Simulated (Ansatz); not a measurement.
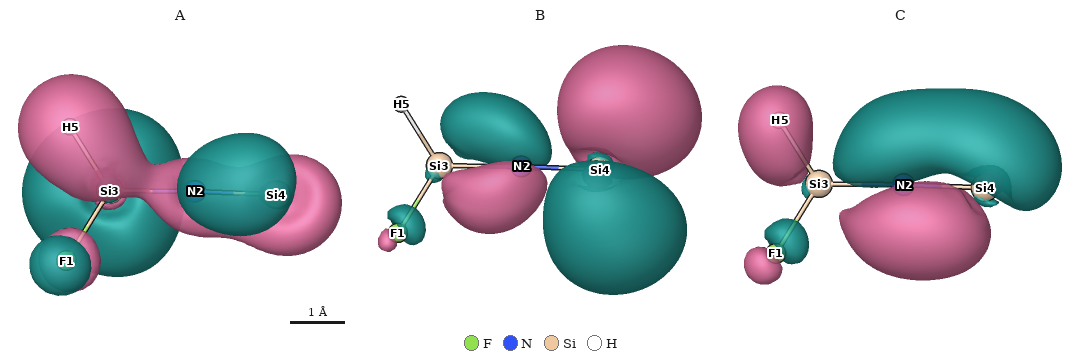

Figure 1: FHNSi₂ (doublet). Three frontier orbitals at ±0.08 Å⁻³ᐟ² (teal and pink are the two phases), in no order.

Geometry: PBE0-D3(BJ)/def2-SVP.

All numbers below come from isolated molecule in a Gaussian basis; Kohn-Sham density functional theory, functional PBE0 in Ansatz 0.2.0.

Input

```
crystal:
  periodic: [false, false, false]
  atoms:
    - {symbol: F, position_ang: [-0.419739, 2.560211, 1.579097]}
    - {symbol: N, position_ang: [-2.459687, 1.696851, 3.192316]}
    - {symbol: Si, position_ang: [-1.465762, 1.341189, 1.859002]}
    - {symbol: Si, position_ang: [-3.509456, 2.060339, 4.319922]}
    - {symbol: H, position_ang: [-0.648212, 0.108892, 2.099226]}
basis:
  gaussian:
    orbitals: def2-TZVPD
magnetization:
  spin_polarized: true
  initial_magnetization: 1
hamiltonian:
  xc: pbe0
output: {forces: true, orbitals: {seedname: orbitals}}
```

Run with:

```sh
ansatz run input.yaml --threads 1 --pin off --max-ram 2610MiB --events-out events.jsonl --progress --plain --runs-dir runs
```

### Which picture is the HOMO−1, the HOMO and the LUMO? All are α orbitals.

C is the HOMO−1 (α) (−8.74 eV). It lies mainly on N2 (about 55 %), Si4 (about 30 %) and Si3 (about 10 %). A is the HOMO (α) (−5.86 eV). By Hirshfeld shares it lies mainly on Si3 (about 65 %), Si4 (about 15 %), H5 (about 10 %), N2 (about 10 %) and F1 (about 5 %). B is the LUMO (α) (−2.13 eV). It lies mainly on Si4 (about 80 %), N2 (about 15 %) and Si3 (about 5 %).

### What is the gap between the highest occupied and lowest empty α orbitals?

3.73 eV between the orbital energies.
